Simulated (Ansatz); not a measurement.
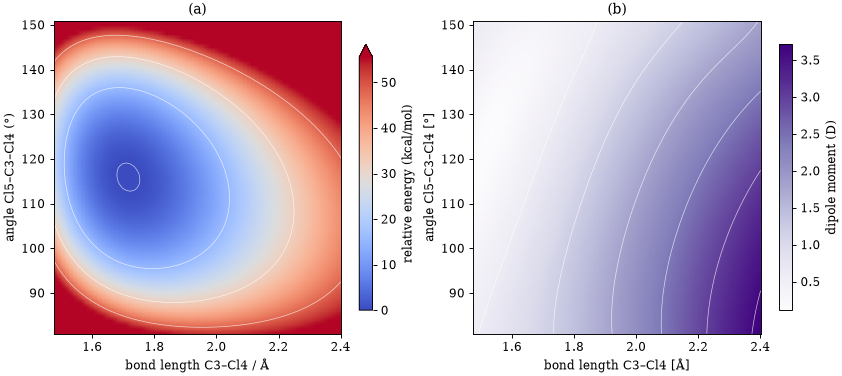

C₂HCl₃, SMILES ClC=C(Cl)Cl. The first coordinate is: bond length C3–Cl4; the second: angle Cl5–C3–Cl4. Nothing is relaxed (all other coordinates rigid). The scan uses an 11 × 11 grid. Points are written as (first, second). Energies: kcal/mol, counted from the lowest grid point. These are results of RKS PBE-D4/def2-TZVP (Ansatz), not measurements.

Panel (a) is the energy; panel (b) is the computed dipole moment, in D.

Drawn: a smooth colour map with a few white contour lines, one colour for all values above the top of the scale. Between grid points the surface is interpolated.

### How does the dipole moment vary over the map, and what is it at the lowest grid point?

Leaving out the highest fifth of the energies, it runs from 0.11 D at (1.475 Å, 115.9°) to 3.64 D at (2.401 Å, 87.9°). At the lowest grid point, (1.753 Å, 115.9°), it is 0.87 D.

```csv
"angle Cl5–C3–Cl4 ↓, bond length C3–Cl4 →",1.475,1.567,1.660,1.753,1.845,1.938,2.031,2.123,2.216,2.308,2.401
150.9,0.66,0.48,0.38,0.41,0.54,0.72,0.92,1.13,1.35,1.58,1.82
143.9,0.53,0.33,0.27,0.41,0.63,0.86,1.10,1.34,1.58,1.82,2.05
136.9,0.42,0.21,0.27,0.50,0.76,1.03,1.30,1.57,1.83,2.09,2.33
129.9,0.30,0.15,0.35,0.62,0.91,1.20,1.49,1.78,2.06,2.33,2.60
122.9,0.19,0.19,0.45,0.75,1.05,1.35,1.66,1.96,2.26,2.55,2.83
115.9,0.11,0.29,0.57,0.87,1.18,1.49,1.81,2.13,2.45,2.75,3.04
108.9,0.15,0.40,0.69,0.99,1.30,1.62,1.95,2.27,2.60,2.92,3.23
101.9,0.26,0.52,0.80,1.09,1.40,1.73,2.06,2.40,2.74,3.07,3.39
94.9,0.38,0.62,0.89,1.18,1.48,1.81,2.15,2.49,2.84,3.19,3.53
87.9,0.48,0.71,0.96,1.24,1.53,1.85,2.20,2.55,2.92,3.28,3.64
80.9,0.56,0.77,1.00,1.25,1.54,1.86,2.20,2.57,2.95,3.33,3.71
```
